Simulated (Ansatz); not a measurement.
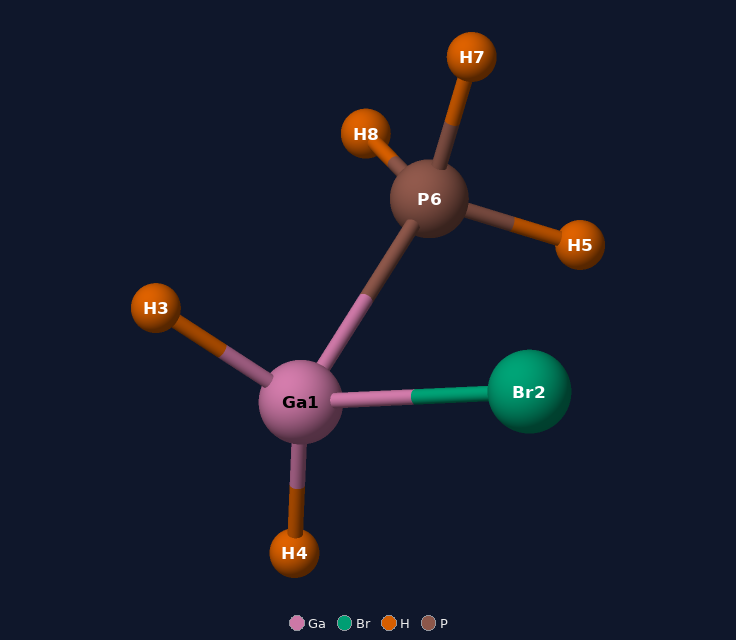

Sticks follow a distance rule. Harmonic vibrations computed with RKS PBE0-D4/def2-TZVP (Ansatz 0.2.0) at a stationary point of the same level.

How many imaginary frequencies does it have?

A minimum: no imaginary frequency, and the lowest mode lies at 71 cm⁻¹.

How many vibrational modes are there, and where do they lie?

18 modes: 71, 141, 201, 263, 270, 393, 466, 507, 630, 716, 983, 1109, 1112, 1984, 1987, 2454, 2495, 2507 cm⁻¹.
